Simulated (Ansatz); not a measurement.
Process, species as SMILES: C#C (C2H2) + 3 [H][H] (H2) → 2 C (CH4)
B3LYP-D3(BJ)/def2-TZVP geometries, fixed; electronic energies without zero-point terms.

Basis-set convergence of the energy of full hydrogenation at B3LYP with Ansatz (a program for electronic structure). All functions are spherical. No added dispersion term, no relativity. Functions are those of the species that has most. Reference: the value in aug-pcseg-3, -107.85 kcal/mol, itself unsure by roughly 0.03 kcal/mol (its mean distance from aug-cc-pVQZ, def2-QZVPPD, pcseg-3). Deviations are taken from unrounded values.

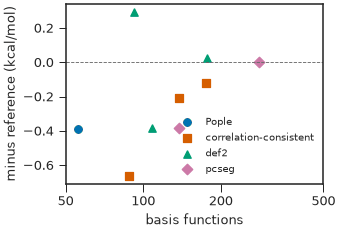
*Deviation from the reference against the number of basis functions, by family of sets.*

```
basis        functions  energy of full hydrogenation (kcal/mol)  minus reference (kcal/mol)
-----------  ---------  ---------------------------------------  --------------------------
6-311+G**           56                                  -108.24                       -0.39
cc-pVTZ             88                                  -108.51                       -0.66
def2-TZVPD          92                                  -107.56                        0.29
def2-TZVPPD        108                                  -108.24                       -0.39
aug-cc-pVTZ        138                                  -108.06                       -0.21
aug-pcseg-2        138                                  -108.23                       -0.38
cc-pVQZ            175                                  -107.98                       -0.12
def2-QZVPP         177                                  -107.83                        0.02
aug-pcseg-3        281                                  -107.85                        0.00
```
